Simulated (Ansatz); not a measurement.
# GaH₃O₂S: geometry optimisation

The task: find the minimum of GaH₃O₂S nearest to the start.

The runs use Ansatz 0.2.0; RKS r2SCAN-D4/def2-SVP.

1 further run of the same task is left out (set aside as unsound or not needed).

### 1 The system as given

SMILES `[OH][Ga]([OH])[SH]`, 7 atoms, charge 0, spin multiplicity 1.

Atoms are counted from 1 here; the program's logs count them from 0.

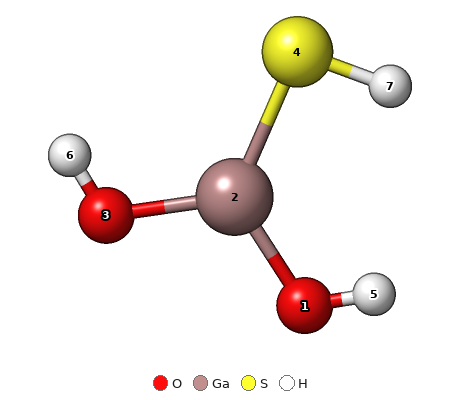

Start geometry, drawn with oxygen red, gallium pink, sulfur yellow, hydrogen white; atoms are numbered from 1 in the order of the file.

Geometry (Å):

```xyz
7
charge 0, multiplicity 1
O    -1.5216   -0.9462   -0.1767
Ga   -0.0153   -0.0869    0.2874
O     0.3583   -0.1983    2.0375
S     1.2890    1.0197   -1.1344
H    -1.6998   -0.8885   -1.1328
H     1.1750    0.2809    2.2678
H     0.4756    0.7513   -2.1944
```

### 2 Relaxation

The input, input.yaml:

```yaml
crystal:
  periodic: [false, false, false]
  atoms:
    - { symbol: O, position_ang: [-1.521617, -0.946231, -0.176733] }
    - { symbol: Ga, position_ang: [-0.01529, -0.086885, 0.287395] }
    - { symbol: O, position_ang: [0.358331, -0.198309, 2.037493] }
    - { symbol: S, position_ang: [1.288977, 1.019739, -1.134434] }
    - { symbol: H, position_ang: [-1.699812, -0.88846, -1.132791] }
    - { symbol: H, position_ang: [1.175034, 0.280876, 2.267772] }
    - { symbol: H, position_ang: [0.475578, 0.75127, -2.194402] }
basis:
  gaussian: { orbitals: def2-SVP }
hamiltonian:
  xc: r2scan
  dispersion: d4
output:
  forces: true
relax:
  f_tol: 0.003
  max_steps: 120
```

Command:

```
> ansatz run input.yaml --threads 1 --pin off --max-ram 2560MiB --backend cpu --events-out ev --progress --plain --runs-dir out
```

Log:

```text
Warning: RAYON_NUM_THREADS=1 ignored (pool sized by the plan → 1); use --threads N
The last accepted step is kept in <dir> (removed where the run ends without a failure and the disk answers)
Engine: ansatz 0.2.0, x86_64-unknown-linux-gnu
Functional definition: r2SCAN
  parameter k0 = 0.174
  parameter k1 = 0.065
  parameter a1 = 4.9479
  exchange = r2scan_x(k0 = k0, k1 = k1, a1 = a1)
  correlation = r2scan_c
1020 factors; their error is unknown
mean field evaluation 1: about -67331.7135 eV, gradient 7.9e1 eV
mean field evaluation 2: about -67258.2205 eV, gradient 2.0e2 eV
mean field evaluation 4: about -67342.1782 eV, gradient 1.4e1 eV
mean field evaluation 8: about -67342.7093 eV, gradient 1.7e-1 eV
mean field evaluation 16: about -67342.6509 eV, gradient 2.1e-4 eV
mean field -67342.65089853 eV, -2474.7967740326 hartree, gradient 2.3e-5 eV, S^2 0.000000; 0 other end points of the search recorded, 0 dependent functions left out
the calculation of the forces begins
reference -67342.65090903 eV, -2474.7967744186 hartree; 33, 33 occupied and 60, 60 virtual orbitals, 1020 factors
relax step   1: F+E_penalty+E_count = -67342.68434669 eV  Δ(F+E_penalty+E_count) = +0.000e0 eV  max|allowed force component| = 4.160e-1 eV/Å  Δτ_max = 0.0000 Å  (28 SCF iters, accepted)
these checks for a lower state are left out or cut short: starts, cluster_reference, orbital_swaps, neighbouring_geometries, increment
1020 factors; their error is unknown
mean field -67342.66552081 eV, -2474.7973113918 hartree, gradient 7.9e-5 eV, S^2 0.000000; 0 other end points of the search recorded, 0 dependent functions left out
the calculation of the forces begins
reference -67342.66553130 eV, -2474.7973117773 hartree; 33, 33 occupied and 60, 60 virtual orbitals, 1020 factors
relax step   2: F+E_penalty+E_count = -67342.69907737 eV  Δ(F+E_penalty+E_count) = -1.473e-2 eV  max|allowed force component| = 2.293e-1 eV/Å  Δτ_max = 0.0196 Å  (27 SCF iters, accepted)
these checks for a lower state are left out or cut short: starts, cluster_reference, orbital_swaps, neighbouring_geometries, increment
1020 factors; their error is unknown
mean field -67342.66834116 eV, -2474.7974150375 hartree, gradient 7.5e-5 eV, S^2 0.000000; 0 other end points of the search recorded, 0 dependent functions left out
the calculation of the forces begins
reference -67342.66835164 eV, -2474.7974154227 hartree; 33, 33 occupied and 60, 60 virtual orbitals, 1020 factors
relax step   3: F+E_penalty+E_count = -67342.70198206 eV  Δ(F+E_penalty+E_count) = -2.905e-3 eV  max|allowed force component| = 5.447e-2 eV/Å  Δτ_max = 0.0200 Å  (28 SCF iters, accepted)
these checks for a lower state are left out or cut short: starts, cluster_reference, orbital_swaps, neighbouring_geometries, increment
1020 factors; their error is unknown
mean field evaluation 32: about -67342.6689 eV, gradient 1.5e-5 eV
mean field -67342.66888543 eV, -2474.7974350391 hartree, gradient 7.4e-5 eV, S^2 0.000000; 0 other end points of the search recorded, 0 dependent functions left out
the calculation of the forces begins
reference -67342.66889593 eV, -2474.7974354249 hartree; 33, 33 occupied and 60, 60 virtual orbitals, 1020 factors
relax step   4: F+E_penalty+E_count = -67342.70251326 eV  Δ(F+E_penalty+E_count) = -5.312e-4 eV  max|allowed force component| = 2.970e-2 eV/Å  Δτ_max = 0.0250 Å  (27 SCF iters, accepted)
these checks for a lower state are left out or cut short: starts, cluster_reference, orbital_swaps, neighbouring_geometries, increment
1020 factors; their error is unknown
mean field -67342.66925180 eV, -2474.7974485030 hartree, gradient 7.3e-5 eV, S^2 0.000000; 0 other end points of the search recorded, 0 dependent functions left out
the calculation of the forces begins
reference -67342.66926230 eV, -2474.7974488888 hartree; 33, 33 occupied and 60, 60 virtual orbitals, 1020 factors
relax step   5: F+E_penalty+E_count = -67342.70287283 eV  Δ(F+E_penalty+E_count) = -3.596e-4 eV  max|allowed force component| = 2.120e-2 eV/Å  Δτ_max = 0.0064 Å  (27 SCF iters, accepted)
these checks for a lower state are left out or cut short: starts, cluster_reference, orbital_swaps, neighbouring_geometries, increment
1020 factors; their error is unknown
mean field -67342.66941989 eV, -2474.7974546801 hartree, gradient 7.0e-5 eV, S^2 0.000000; 0 other end points of the search recorded, 0 dependent functions left out
the calculation of the forces begins
reference -67342.66943039 eV, -2474.7974550660 hartree; 33, 33 occupied and 60, 60 virtual orbitals, 1020 factors
relax step   6: F+E_penalty+E_count = -67342.70303634 eV  Δ(F+E_penalty+E_count) = -1.635e-4 eV  max|allowed force component| = 1.115e-2 eV/Å  Δτ_max = 0.0040 Å  (28 SCF iters, accepted)
these checks for a lower state are left out or cut short: starts, cluster_reference, orbital_swaps, neighbouring_geometries, increment
1020 factors; their error is unknown
mean field -67342.66954752 eV, -2474.7974593704 hartree, gradient 6.8e-5 eV, S^2 0.000000; 0 other end points of the search recorded, 0 dependent functions left out
the calculation of the forces begins
reference -67342.66955803 eV, -2474.7974597566 hartree; 33, 33 occupied and 60, 60 virtual orbitals, 1020 factors
relax step   7: F+E_penalty+E_count = -67342.70315818 eV  Δ(F+E_penalty+E_count) = -1.218e-4 eV  max|allowed force component| = 1.126e-3 eV/Å  Δτ_max = 0.0073 Å  (28 SCF iters, accepted)
1020 factors; their error is unknown
mean field evaluation 64: about -67342.6695 eV, gradient 1.0e-3 eV
mean field -67342.66954752 eV, -2474.7974593704 hartree, gradient 6.8e-5 eV, S^2 0.000000; 1 other end points of the search recorded, 0 dependent functions left out
the calculation of the forces begins
reference -67342.66955803 eV, -2474.7974597566 hartree; 33, 33 occupied and 60, 60 virtual orbitals, 1020 factors
Total energy: -67342.70316869 eV, -2474.7986949257 hartree
Atom 0 at    -1.501035    -0.939354    -0.179951 Å, force     0.000909     0.000341    -0.000151 eV/Å
Atom 1 at    -0.015948    -0.084938     0.284202 Å, force     0.000009    -0.000072     0.000882 eV/Å
Atom 2 at     0.361511    -0.191967     2.013091 Å, force     0.000585     0.000216    -0.000069 eV/Å
Atom 3 at     1.272594     1.020583    -1.122464 Å, force    -0.000392     0.000330     0.000283 eV/Å
Atom 4 at    -1.711769    -0.888488    -1.120217 Å, force    -0.001126    -0.000139    -0.000666 eV/Å
Atom 5 at     1.168063     0.273775     2.266997 Å, force    -0.000223    -0.000215     0.000203 eV/Å
Atom 6 at     0.487785     0.742388    -2.187358 Å, force     0.000238    -0.000461    -0.000482 eV/Å
Dipole moment:     0.128782     0.169234    -0.429560 e Å
```

Wall time 27 s (1 thread of Intel Xeon Platinum 8488C (Sapphire Rapids), shared host); peak memory 0.17 GiB.

Along the way:

```csv
step,energy from step 1 (eV),largest force component (eV/Å)
1,0.0000,0.4160
2,-0.0147,0.2293
3,-0.0176,0.0545
4,-0.0182,0.0297
5,-0.0185,0.0212
6,-0.0187,0.0111
7,-0.0188,0.0011
```

Distances of close pairs at the start and the end, largest changes first:

```csv
bond,before (Å),after (Å),change (Å)
O1–Ga2,1.795,1.775,-0.020
Ga2–O3,1.793,1.773,-0.020
Ga2–S4,2.224,2.205,-0.019
S4–H7,1.363,1.352,-0.011
O1–H5,0.974,0.965,-0.009
O3–H6,0.975,0.965,-0.009
```

### 3 Summary of results

```
             quantity      value
        energy gained  0.0188 eV
root mean square move    0.018 Å
        dipole moment     2.30 D
```

In words: Bond lengths: O1–Ga2 1.775 Å, O1–H5 0.965 Å, Ga2–O3 1.773 Å, Ga2–S4 2.205 Å, O3–H6 0.965 Å, S4–H7 1.352 Å. Angles: Ga2–O1–H5 114.3°, O1–Ga2–O3 113.8°, O1–Ga2–S4 124.3°, O3–Ga2–S4 121.9°, Ga2–O3–H6 113.9°, Ga2–S4–H7 93.4°. No frequencies were computed here.
